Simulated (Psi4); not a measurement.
**Run report: CH7AlNO (charge +1), interaction calculation (part 2 of 2)**

The same run, continued: CH7AlNO, charge +1, SMILES [NH4+].[CH3][Al]=[O]; PBE/jun-cc-pVDZ, RKS (Psi4 1.11). 

Geometry of the input (Å):
```
N  0.0001  0.0001  -0.0000
H  0.4559  -0.4507  0.8056
H  -0.9779  0.2175  0.2366
H  0.0241  -0.6373  -0.8082
H  0.4979  0.8705  -0.2340
C  1.0979  -0.4046  3.8114
Al 0.9886  -2.1399  2.9626
O  0.8983  -3.5712  2.2622
H  0.1002  0.0184  3.9476
H  1.6843  0.2845  3.1995
H  1.5744  -0.4870  4.7909
```

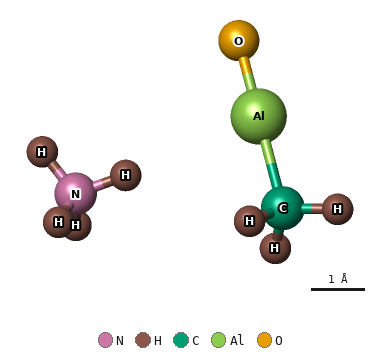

*The structure (ball-and-stick view, seen at a tilt). Sticks mark near contacts.*

Output, continued:
```
    -----------------------------------------------------------------------

    Memory:     1.5 GiB
    Threads:    1
                ecpint, einsums, f̶o̶r̶t̶e̶, gauxc, gcp, g̶d̶m̶a̶, geometric, g̶p̶u̶_̶d̶f̶c̶c̶,
                i̶n̶t̶e̶g̶r̶a̶t̶o̶r̶x̶x̶, i̶p̶i̶, libefp, m̶d̶i̶, m̶p̶2̶d̶, m̶r̶c̶c̶, ooo,
                o̶p̶e̶n̶f̶e̶r̶m̶i̶o̶n̶p̶s̶i̶4̶, pcmsolver, p̶s̶i̶4̶f̶o̶c̶k̶c̶i̶, p̶s̶i̶x̶a̶s̶,
                p̶y̶e̶i̶n̶s̶u̶m̶s̶, r̶e̶s̶p̶, s̶i̶m̶i̶n̶t̶, s̶n̶s̶m̶p̶2̶,
                v̶2̶r̶d̶m̶_̶c̶a̶s̶s̶c̶f̶

  ==> Geometry <==

    Molecular point group: c1
    Full point group: C1

    Geometry (in Bohr), charge = 1, multiplicity = 1:

       Center              X                  Y                   Z               Mass
    ------------   -----------------  -----------------  -----------------  -----------------
         N            0.000151178090     0.000094486306    -0.000018897261    14.003074004430
         H            0.861469448812    -0.851737359266     1.522457852975     1.007825032230
         H           -1.847963178085     0.411091021332     0.447014714977     1.007825032230
         H            0.045504605101    -1.204416946061    -1.527314449117     1.007825032230
         H            0.940856843343     1.644968797688    -0.442139221573     1.007825032230
      Gh(C)           2.074768107663    -0.764507601315     7.202596640876    12.000000000000
      Gh(AL)          1.868164350366    -4.043749346822     5.598464824759    26.981538530000
      Gh(O)           1.697484286715    -6.748627733758     4.274957338272    15.994914619570
      Gh(H)           0.189256071465     0.034846549753     7.459788366551     1.007825032230
      Gh(H)           3.182809021325     0.537702671738     6.046122046619     1.007825032230
      Gh(H)           2.975109222876    -0.920221034053     9.053451099933     1.007825032230

  Running in c1 symmetry.

  Rotational constants: A =      0.16192  B =      0.02021  C =      0.01808 [cm^-1]
  Rotational constants: A =   4854.27750  B =    605.78698  C =    542.04843 [MHz]
  Nuclear repulsion =   16.280031679007674

  Charge       = 1
  Multiplicity = 1
  Electrons    = 10
  Nalpha       = 5
  Nbeta        = 5

  ==> Iterations <==

                           Total Energy        Delta E     RMS |[F,P]|

   @DF-RKS iter SAD:   -56.83740921880972   -5.68374e+01   0.00000e+00
   @DF-RKS iter   1:   -56.65570906421738    1.81700e-01   5.90846e-03 ADIIS/DIIS
   @DF-RKS iter   2:   -56.42386242724552    2.31847e-01   8.42109e-03 ADIIS/DIIS
   @DF-RKS iter   3:   -56.82397692102408   -4.00114e-01   2.13566e-04 ADIIS/DIIS
   @DF-RKS iter   4:   -56.82427553499299   -2.98614e-04   6.76272e-06 DIIS
   @DF-RKS iter   5:   -56.82427573932679   -2.04334e-07   2.82420e-07 DIIS
  Energy and wave function converged.

  ==> Post-Iterations <==

   Electrons on quadrature grid:
      Ntotal   =   10.0000132652 ; deviation = 1.327e-05

    Final Occupation by Irrep:
              A
    DOCC [     5 ]
    NA   [     5 ]
    NB   [     5 ]

  @DF-RKS Final Energy:   -56.82427573932679

   => Energetics <=

    Nuclear Repulsion Energy =             16.2800316790076742
    One-Electron Energy =                -104.7737026717488789
    Two-Electron Energy =                  39.7120198833072564
    DFT Exchange-Correlation Energy =      -8.0426246298928490
    Empirical Dispersion Energy =           0.0000000000000000
    VV10 Nonlocal Energy =                  0.0000000000000000
    Total Energy =                        -56.8242757393267937

Computation Completed

Properties will be evaluated at   0.000000,   0.000000,   0.000000 [a0]

Properties computed using the SCF density matrix

 Multipole Moments:

 ------------------------------------------------------------------------------------
     Multipole            Electronic (a.u.)      Nuclear  (a.u.)        Total (a.u.)
 ------------------------------------------------------------------------------------

 L = 1.  Multiply by 2.5417464519 to convert [e a0] to [Debye]
 Dipole X            :          0.0013270            0.0009260            0.0022529
 Dipole Y            :         -0.0018921            0.0005669           -0.0013252
 Dipole Z            :          0.0009121           -0.0001134            0.0007987
 Magnitude           :                                                    0.0027331

 ------------------------------------------------------------------------------------

	total time  =          5 seconds =       0.08 minutes

    Psi4 run time: 0:00:05.05

    -----------------------------------------------------------------------
                               Psi4 1.11 release

    h
    h
    h

    -----------------------------------------------------------------------

    Memory:     1.5 GiB
    Threads:    1
                ecpint, einsums, f̶o̶r̶t̶e̶, gauxc, gcp, g̶d̶m̶a̶, geometric, g̶p̶u̶_̶d̶f̶c̶c̶,
                i̶n̶t̶e̶g̶r̶a̶t̶o̶r̶x̶x̶, i̶p̶i̶, libefp, m̶d̶i̶, m̶p̶2̶d̶, m̶r̶c̶c̶, ooo,
                o̶p̶e̶n̶f̶e̶r̶m̶i̶o̶n̶p̶s̶i̶4̶, pcmsolver, p̶s̶i̶4̶f̶o̶c̶k̶c̶i̶, p̶s̶i̶x̶a̶s̶,
                p̶y̶e̶i̶n̶s̶u̶m̶s̶, r̶e̶s̶p̶, s̶i̶m̶i̶n̶t̶, s̶n̶s̶m̶p̶2̶,
                v̶2̶r̶d̶m̶_̶c̶a̶s̶s̶c̶f̶

  ==> Geometry <==

    Molecular point group: c1
    Full point group: C1

    Geometry (in Bohr), charge = 1, multiplicity = 1:

       Center              X                  Y                   Z               Mass
    ------------   -----------------  -----------------  -----------------  -----------------
         N            0.000151178090     0.000094486306    -0.000018897261    14.003074004430
         H            0.861469448812    -0.851737359266     1.522457852975     1.007825032230
         H           -1.847963178085     0.411091021332     0.447014714977     1.007825032230
         H            0.045504605101    -1.204416946061    -1.527314449117     1.007825032230
         H            0.940856843343     1.644968797688    -0.442139221573     1.007825032230
         C            2.074768107663    -0.764507601315     7.202596640876    12.000000000000
         AL           1.868164350366    -4.043749346822     5.598464824759    26.981538530000
         O            1.697484286715    -6.748627733758     4.274957338272    15.994914619570
         H            0.189256071465     0.034846549753     7.459788366551     1.007825032230
         H            3.182809021325     0.537702671738     6.046122046619     1.007825032230
         H            2.975109222876    -0.920221034053     9.053451099933     1.007825032230

  Running in c1 symmetry.

  Rotational constants: A =      0.16192  B =      0.02021  C =      0.01808 [cm^-1]
  Rotational constants: A =   4854.27750  B =    605.78698  C =    542.04843 [MHz]
  Nuclear repulsion =  144.047009641794830

  Charge       = 1
  Multiplicity = 1
  Electrons    = 40
  Nalpha       = 20
  Nbeta        = 20

  ==> Iterations <==

                           Total Energy        Delta E     RMS |[F,P]|

   @DF-RKS iter SAD:  -413.43950805136842   -4.13440e+02   0.00000e+00
   @DF-RKS iter   1:  -413.08648185947044    3.53026e-01   1.33101e-02 ADIIS/DIIS
   @DF-RKS iter   2:  -405.45404437518766    7.63244e+00   2.28914e-02 ADIIS/DIIS
   @DF-RKS iter   3:  -413.16215322893015   -7.70811e+00   1.17461e-02 ADIIS/DIIS
   @DF-RKS iter   4:  -413.93850326202897   -7.76350e-01   4.79607e-03 ADIIS/DIIS
   @DF-RKS iter   5:  -414.08461103043595   -1.46108e-01   2.08862e-03 ADIIS/DIIS
   @DF-RKS iter   6:  -414.10453488359684   -1.99239e-02   1.14085e-03 ADIIS/DIIS
   @DF-RKS iter   7:  -414.11271073275094   -8.17585e-03   1.68850e-04 ADIIS/DIIS
   @DF-RKS iter   8:  -414.11277486996499   -6.41372e-05   1.55082e-04 ADIIS/DIIS
   @DF-RKS iter   9:  -414.11288775625985   -1.12886e-04   7.26275e-05 DIIS
   @DF-RKS iter  10:  -414.11291682530225   -2.90690e-05   1.75470e-05 DIIS
   @DF-RKS iter  11:  -414.11291862499030   -1.79969e-06   2.03488e-06 DIIS
   @DF-RKS iter  12:  -414.11291865084490   -2.58546e-08   3.14149e-07 DIIS
  Energy and wave function converged.

  ==> Post-Iterations <==

   Electrons on quadrature grid:
      Ntotal   =   39.9999357362 ; deviation = -6.426e-05

    Orbital Energies [Eh]
    ---------------------

    Doubly Occupied:

       1A    -55.536382     2A    -18.846451     3A    -14.367259
       4A    -10.058319     5A     -4.082284     6A     -2.687037
       7A     -2.686942     8A     -2.680460     9A     -1.157974
      10A     -0.916136    11A     -0.793681    12A     -0.762964
      13A     -0.762538    14A     -0.761130    15A     -0.529640
      16A     -0.526648    17A     -0.480950    18A     -0.388402
      19A     -0.363730    20A     -0.357503

    Virtual:

      21A     -0.267105    22A     -0.215161    23A     -0.191158
      24A     -0.181287    25A     -0.161817    26A     -0.159082
      27A     -0.135427    28A     -0.116619    29A     -0.114283
      30A     -0.090898    31A     -0.081431    32A     -0.078573
      33A     -0.071042    34A     -0.060221    35A     -0.048512
      36A     -0.041708    37A     -0.030416    38A     -0.022032
      39A     -0.003546    40A      0.026555    41A      0.036940
      42A      0.060338    43A      0.080920    44A      0.096838
      45A      0.100222    46A      0.110856    47A      0.125455
      48A      0.134556    49A      0.140111    50A      0.198573
      51A      0.217731    52A      0.225399    53A      0.242685
      54A      0.246927    55A      0.342804    56A      0.358602
      57A      0.363402    58A      0.403568    59A      0.411820
      60A      0.420691    61A      0.447181    62A      0.457969
      63A      0.465384    64A      0.480137    65A      0.519117
      66A      0.574754    67A      0.588501    68A      0.632270
      69A      0.638706    70A      0.679412    71A      0.760831
      72A      0.851993    73A      0.856544    74A      0.993423
      75A      1.069607    76A      1.075040    77A      1.089089
      78A      1.090388    79A      1.103203    80A      1.152336
      81A      1.159810    82A      1.202510    83A      1.419857
      84A      1.429161    85A      1.455524    86A      1.490986
      87A      1.499918    88A      1.533973    89A      1.537257
      90A      1.543198    91A      1.704282    92A      1.707945
      93A      1.727727    94A      1.733829    95A      1.888863
      96A      1.892978    97A      2.011862    98A      2.120455
      99A      2.128756   100A      2.200459   101A      2.212698
     102A      2.245941   103A      2.250139   104A      2.440851
     105A      2.443933   106A      2.461315   107A      2.471263
     108A      2.520778   109A      2.542044   110A      2.555180
     111A      2.830937

    Final Occupation by Irrep:
              A
    DOCC [    20 ]
    NA   [    20 ]
    NB   [    20 ]

  @DF-RKS Final Energy:  -414.11291865084490

   => Energetics <=

    Nuclear Repulsion Energy =            144.0470096417948298
    One-Electron Energy =                -849.2481686022517806
    Two-Electron Energy =                 332.6161281731993995
    DFT Exchange-Correlation Energy =     -41.5278878635873241
    Empirical Dispersion Energy =           0.0000000000000000
    VV10 Nonlocal Energy =                  0.0000000000000000
    Total Energy =                       -414.1129186508449038

Computation Completed

Properties will be evaluated at   0.000000,   0.000000,   0.000000 [a0]

Properties computed using the SCF density matrix

 Multipole Moments:

 ------------------------------------------------------------------------------------
     Multipole            Electronic (a.u.)      Nuclear  (a.u.)        Total (a.u.)
 ------------------------------------------------------------------------------------

 L = 1.  Multiply by 2.5417464519 to convert [e a0] to [Debye]
 Dipole X            :        -56.3534554           56.6627198            0.3092644
 Dipole Y            :        113.0163728         -111.4919139            1.5244589
 Dipole Z            :       -171.1701238          172.7545294            1.5844056
 Magnitude           :                                                    2.2203515

 ------------------------------------------------------------------------------------

	total time  =         10 seconds =       0.17 minutes

    Psi4 run time: 0:00:09.40

  //>>>>>>>>>>>>>>>>>>>>>>>>>>>>>>>>>>>//
  //          ManyBody Results         //
  //<<<<<<<<<<<<<<<<<<<<<<<<<<<<<<<<<<<//

   ==> N-Body: Counterpoise Corrected (CP) energies <==

              MC n-Body  Total Energy            Interaction Energy                          N-body Contribution to Interaction Energy
                         [Eh]                    [Eh]                  [kcal/mol]            [Eh]                  [kcal/mol]
              §A  1        N/A                   0.000000000000        0.000000000000        0.000000000000        0.000000000000
     FULL/RTN §A  2        N/A                   0.004914631070        3.083977556650        0.004914631070        3.083977556650

   MC Legend: §A: "(auto)"

    Psi4 run time: 0:00:25.75

[set-up sections that repeat, and orbital energies of the middle runs, are left out above]
```

Summary:

```csv
quantity,value
outcome,converged
basis functions,111
hardware,"1 thread of Intel Xeon @ 2.90GHz (Ice Lake), 64 GiB of memory available, shared host"
wall time,27 s
peak memory,0.94 GiB
```
